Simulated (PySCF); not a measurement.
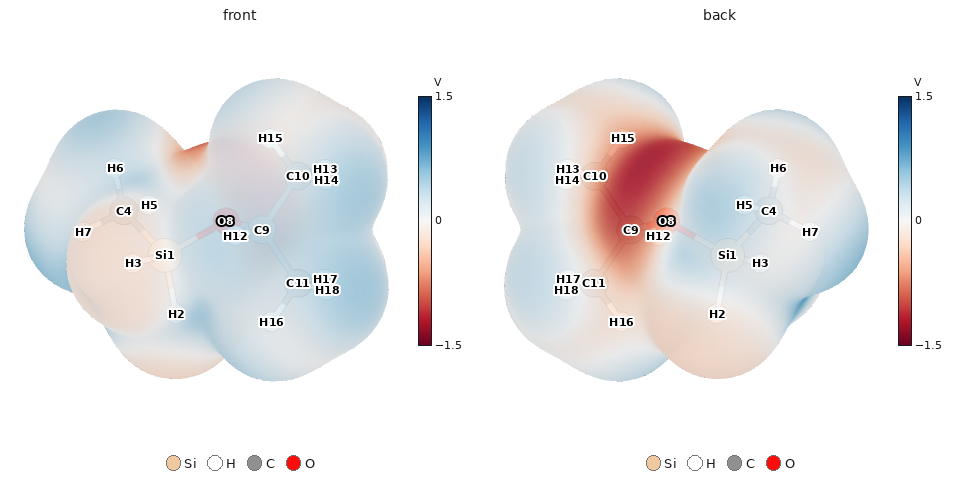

*C$_{4}$H$_{12}$OSi (SMILES [H][Si]([H])(C)OC(C)C). The molecular electrostatic potential painted on the density surface at 0.001 e/bohr³, seen from the front and from behind; the colour scale runs from red (negative) to blue (positive).*

Geometry: PBE0-D3(BJ)/def2-SVP.

Theory: PySCF, PBE0/pcSseg-1, SCF density, gas phase, non-relativistic.

Input file:

```
{"job": {"kind": "nmr", "xc": "PBE0", "basis": "pcSseg-1"}, "charge": 0, "multiplicity": 1}
Si     0.327839     1.597922     0.410561
H      0.463703     1.635540     1.902752
H      1.702401     1.744627    -0.174110
C     -0.810381     2.958826    -0.160252
H     -1.816012     2.821926     0.265590
H     -0.897243     2.959862    -1.257117
H     -0.431407     3.941689     0.160724
O     -0.326498     0.154342    -0.104301
C      0.362364    -1.073165    -0.237271
C     -0.417454    -1.935044    -1.210443
C      0.538995    -1.738052     1.117839
H      1.367189    -0.879344    -0.666818
H     -1.422806    -2.139472    -0.810787
H      0.092141    -2.894210    -1.386424
H     -0.531395    -1.415587    -2.172735
H      1.125228    -1.102751     1.799727
H     -0.443940    -1.918111     1.580446
H      1.060966    -2.702059     1.020359
```

Run with:

```sh
OMP_NUM_THREADS=1 python probes_run.py task.json out
```

Which sites attract a positive test charge, and which a negative one?

A positive charge is drawn to the negative regions and a negative charge to the positive ones. The most negative region (about −1.2 V) lies over O8, the most positive (about +0.7 V) over Si1. O8 is the likeliest acceptor of a hydrogen bond.
